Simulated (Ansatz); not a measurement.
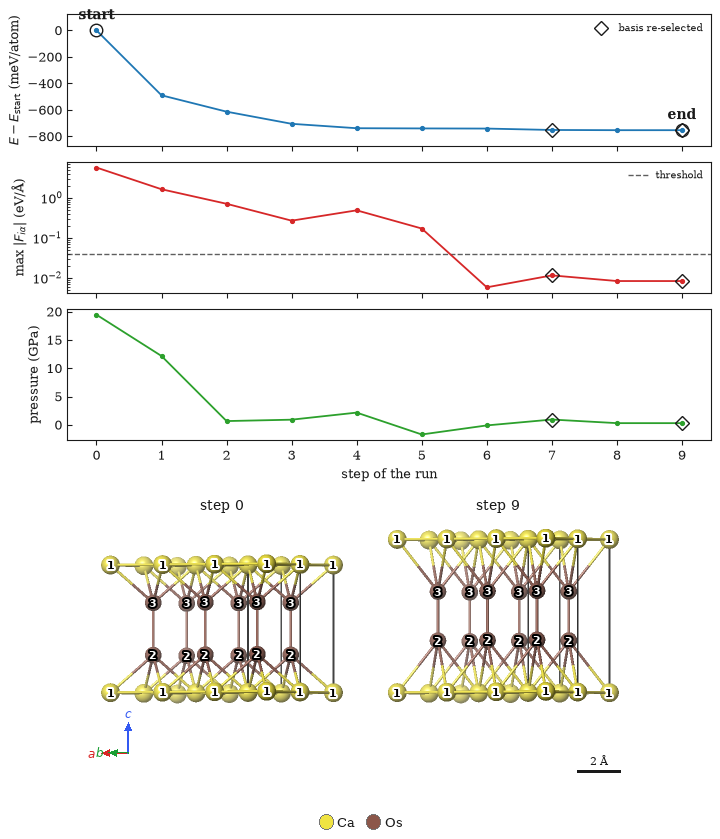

First and last geometry of a relaxation of a crystal of CaOs₂ (a generated structure, set up in P4/mmm) (coarse preliminary run), with the history of the run. The picture is a ball-and-stick view of the cell of the calculation, repeated 3 × 2 × 1 with one cell outlined, seen from a free direction.

Level of theory: DFT PBE, scalar-relativistic, plane waves, PAW in Ansatz. Set-up: plane-wave cutoff 420 eV; k-point mesh 6 × 6 × 4; occupations gaussian; smearing width 0.1 eV; no spin polarisation; cell and atoms relaxed; force threshold 0.04 eV/Å; at most 70 steps.

Did the run converge, and what did it change?

It converged. After 7 accepted moves (9 points after the start) the energy has fallen by 753 meV per atom. The largest force component goes from 5.7 to 0.0083 eV/Å. The pressure goes from 19.46 to 0.30 GPa. The SCF was repeated twice at an unchanged geometry on a basis and grid sized afresh for the cell, which shifted the energy by 10.6 meV per atom at most. The largest moves relative to the cell, 0.32 Å, are those of Os2 and Os3. Os3 goes along −c. Ca stays in place. Cell: a = b 2.904 → 2.763 Å (−4.8 %), c 5.991 → 7.193 Å (+20.1 %). Volume +8.7 %. Near-neighbour distances that change, for instance: Ca1–Os2 2.709 → 3.129 Å, Os2–Os3 2.456 → 2.306 Å, Os2–Os2 2.904 → 2.763 Å, Ca1–Ca1 2.904 → 2.763 Å. Among the angles between lasting bonds that change: Ca1–Os3–Ca1 98.6° → 77.3°, Ca1–Os3–Os2 130.7° → 141.4°. The space group stays P4/mmm (No. 123). Cost: 19 s on 1 thread of Intel(R) Xeon(R) Platinum 8488C (Sapphire Rapids), with other jobs on the host, peak memory 0.41 GiB.

| step | E − E(0), meV/atom | largest force component, eV/Å | pressure, GPa | volume, Å³/atom | note |
| --- | --- | --- | --- | --- | --- |
| 0 | 0.00 | 5.6801 | 19.46 | 16.835 |  |
| 1 | -489.65 | 1.6290 | 12.17 | 18.137 |  |
| 2 | -613.07 | 0.7062 | 0.67 | 18.822 |  |
| 3 | -704.60 | 0.2675 | 0.91 | 18.591 |  |
| 4 | -737.89 | 0.4847 | 2.16 | 18.108 |  |
| 5 | -739.41 | 0.1703 | -1.70 | 18.415 |  |
| 6 | -740.47 | 0.0058 | -0.10 | 18.271 |  |
| 7 | -751.11 | 0.0115 | 0.94 | 18.271 | same geometry, new basis |
| 8 | -752.63 | 0.0083 | 0.30 | 18.307 |  |
| 9 | -752.64 | 0.0083 | 0.30 | 18.307 | same geometry, new basis |
